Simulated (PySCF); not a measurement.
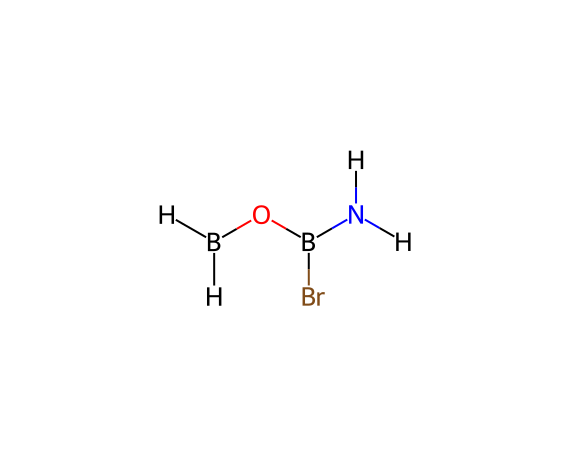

The geometry was computed by an optimisation with PBE0-D3(BJ)/def2-SVP. No frequency run is at hand to confirm it as a minimum. Method: B3LYP/def2-SVPD, gas phase (PySCF 2.14.0). Excitations: vertical, linear response.

Predict the main results.

The species is B₂BrH₄NO (`BOB(N)Br`).
- dipole moment: 2.59 D
- HOMO energy (Kohn–Sham orbital): −7.85 eV
- LUMO energy (Kohn–Sham orbital): −1.14 eV
- HOMO–LUMO gap: 6.71 eV
- mean static polarisability: 64.8 bohr³
- lowest vertical singlet excitation: 5.48 eV
- its oscillator strength: 0.000
- brightest of the 10 lowest singlets: 7.59 eV
- its oscillator strength: 0.13
